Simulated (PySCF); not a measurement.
# H2S2 (SMILES SS): levels of theory compared

We compute a comparison of 6 runs (BHLYP/def2-TZVPP, BLYP/def2-TZVPP, M06-2X/def2-TZVPP, M06-L/def2-TZVPP, PBE/def2-TZVPP, r2SCAN/def2-TZVPP) of H2S2. 

The results are computed with PySCF 2.14.0.

2 further runs of the same task are left out: 2 set aside as unsound or not needed.

**1. The system as given**

The species is H2S2 (4 atoms), meant as a singlet with charge 0. As SMILES, `SS`. The S2–H4 distance was set to 2.424 Å, away from the relaxed value. At this shape a bond of the SMILES string is far longer than usual.

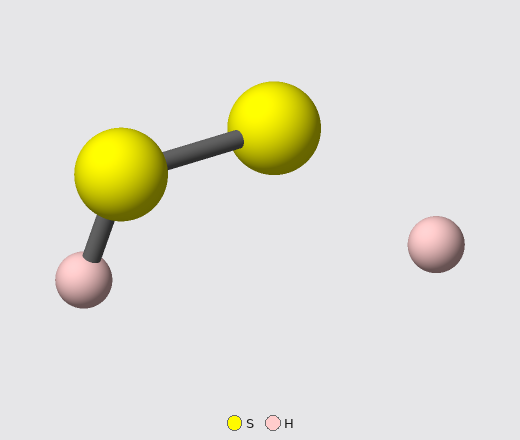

The structure, seen from a chosen angle (sulfur yellow, hydrogen pink).

**2. A single-point energy at BHLYP/def2-TZVPP (run 1)**

Input file mol.xyz:

```xyz
4

S      1.328082    -0.708163     1.093327
S      0.603822     1.202607     0.993997
H      0.318182    -1.271543     1.783517
H     -0.619290     1.020250    -1.090950
```

Input file input.py:

```python
from pyscf import gto, dft

molecule = gto.M(
    atom='mol.xyz',
    max_memory=1860,
    charge=0,
    basis='def2-tzvpp',
    verbose=3,
)

mf = dft.RKS(molecule)
mf.xc = 'bhandhlyp'
mf.grids.level = 5
mf.conv_tol = 1e-10
mf.kernel()
if not mf.converged:
    mf = mf.newton().run(mf.mo_coeff, mf.mo_occ)

etot = mf.e_tot
print('E = %.10f Eh' % etot)
```

The run is started by

```
$ OMP_NUM_THREADS=1 python input.py
```

What it wrote:

```text
converged SCF energy = -797.470871283249
E = -797.4708712832 Eh
```

It took 12 s on 1 thread of Arm Neoverse V2, shared host; peak memory 0.58 GiB.

**3. A single-point energy at BLYP/def2-TZVPP (run 2)**

Input file run.py:

```python
from pyscf import gto, dft

mol = gto.Mole()
mol.atom = '''
S        1.328082      -0.708163       1.093327
S        0.603822       1.202607       0.993997
H        0.318182      -1.271543       1.783517
H       -0.619290       1.020250      -1.090950
'''
mol.basis = 'def2-tzvpp'
mol.max_memory = 1860
mol.verbose = 4
mol.build()

mf = dft.RKS(mol)
mf.xc = 'blyp'
mf.conv_tol = 1e-10
mf.grids.level = 5
mf.kernel()
if not mf.converged:
    mf = mf.newton().run(mf.mo_coeff, mf.mo_occ)

e_final = mf.e_tot
print('Final energy', e_final)
```

The run is started by

```
$ OMP_NUM_THREADS=1 python run.py
```

What it wrote:

```text
PySCF version 2.14.0

[... 78 lines left out ...]
converged SCF energy = -797.507065836655
Final energy -797.5070658366553
```

Wall time 12 s (1 thread of Arm Neoverse V2, shared host); peak memory 0.58 GiB.

Runs 3 to 5 aren't shown in full; the table further down has their settings and results.

**4. The energy at r2SCAN/def2-TZVPP (run 6)**

Input file calc.py:

```python
from pyscf import gto, dft

mol = gto.M(
    atom='S 1.328082 -0.708163 1.093327; S 0.603822 1.202607 0.993997; H 0.318182 -1.271543 1.783517; H -0.619290 1.020250 -1.090950',
    spin=0,
    max_memory=1860,
    basis='def2-tzvpp',
    verbose=4,
)

ks = dft.RKS(mol, xc='r2scan')
ks.conv_tol = 1e-10
ks.grids.level = 5
ks.kernel()
if not ks.converged:
    ks = ks.newton().run(ks.mo_coeff, ks.mo_occ)

e_final = ks.e_tot
print('E = %.10f Eh' % e_final)
```

The run is started by

```
$ OMP_NUM_THREADS=1 python calc.py
```

What it wrote:

```text
PySCF version 2.14.0

[... 79 lines left out ...]
converged SCF energy = -797.441275387187
E = -797.4412753872 Eh
```

Wall time 26 s (1 thread of Arm Neoverse V2, shared host); peak memory 0.62 GiB.

**5. The series**

```tsv
run	level	energy (Eh)	dipole moment (D)	HOMO energy (eV)	LUMO energy (eV)	wall time
1	BHLYP/def2-TZVPP	-797.470871	1.39	-8.08	-3.22	12 s
2	BLYP/def2-TZVPP	-797.507066	1.61	-6.12	-4.50	12 s
3	M06-2X/def2-TZVPP	-797.443175	1.32	-8.13	-3.22	27 s
4	M06-L/def2-TZVPP	-797.486160	1.60	-6.47	-4.64	28 s
5	PBE/def2-TZVPP	-797.164187	1.54	-6.25	-4.61	12 s
6	r2SCAN/def2-TZVPP	-797.441275	1.56	-6.54	-4.67	26 s
```

**6. Outcome**

| quantity | value |
| --- | --- |
| run 6: total energy | -797.44128 Eh |
| run 6: dipole moment | 1.56 D |
| run 6: HOMO energy | -6.54 eV |
| run 6: LUMO energy | -4.67 eV |
| run 6: HOMO–LUMO gap | 1.87 eV |

In words: The dipole moment (its size) runs from 1.32 D (M06-2X/def2-TZVPP) to 1.61 D (BLYP/def2-TZVPP). The HOMO–LUMO gap runs from 1.62 eV (BLYP/def2-TZVPP) to 4.91 eV (M06-2X/def2-TZVPP). Totals of different functionals can't be ranked against each other. In runs 1, 2, 3, 4, 5, 6 a closed-shell determinant meets a far-stretched bond, which it describes badly. All runs together took 1.9 min, the longest 28 s.
